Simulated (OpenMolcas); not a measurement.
How methods differ on BPH4 (SMILES BP)

BPH4: 6 atoms, total charge 0, spin state singlet. SMILES: `BP`. Geometry: relaxed at GFN2-xTB.

```xyz
6

B     0.0027   -0.8680    0.1189
P     0.3787    0.9288    0.2596
H    -0.7775   -1.3512    0.8429
H     0.6592   -1.5409   -0.5759
H     0.5991    1.3191   -1.0437
H    -0.8623    1.5122    0.3982
```

Each level gives the energy change with the B1–H3 bond stretched from 1.169 to 2.046 Å (eV). The values are calculated.

```tsv
level	kind	program	value (eV)	less FCI/STO-3G	CPU time (all runs)
HF/STO-3G (restricted)	Hartree–Fock	OpenMolcas	5.28	+1.54	2.9 s
SVWN5/STO-3G (restricted)	LDA	OpenMolcas	4.07	+0.33	8.3 s
r2SCAN/STO-3G (restricted)	meta-GGA	OpenMolcas	4.18	+0.44	11 s
M06-2X/STO-3G (restricted)	hybrid meta-GGA	OpenMolcas	4.48	+0.74	11 s
PBE0/STO-3G (restricted)	global hybrid	OpenMolcas	4.34	+0.60	8.8 s
ACPF/STO-3G (restricted)	coupled cluster or CI	OpenMolcas	3.60	-0.14	3.4 s
CCSD(T)/STO-3G (restricted)	coupled cluster or CI	OpenMolcas	3.75	+0.01	4.1 s
CISD/STO-3G (restricted)	coupled cluster or CI	OpenMolcas	4.01	+0.27	3.3 s
FCI/STO-3G	exact in the basis	OpenMolcas	3.74	0.00	1.8 min
```

FCI/STO-3G is exact within its basis and frozen core, so for wave-function methods in that basis the difference is their error; functionals converge differently with the basis, so for them it is only a difference. Spin-restricted single references rise too steeply as a bond breaks, Hartree–Fock most of all. The first shape isn't each level's own minimum. The values span 3.60 to 5.28 eV. All rows use very small basis sets, so even the best lies far from the true value. CPU times are rough (shared hosts, several kinds of processor): they show what a rung costs within a factor of a few.

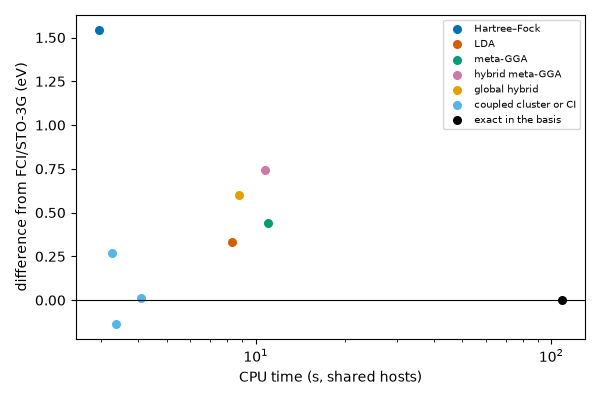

Difference from FCI/STO-3G against processor time, one point a level.
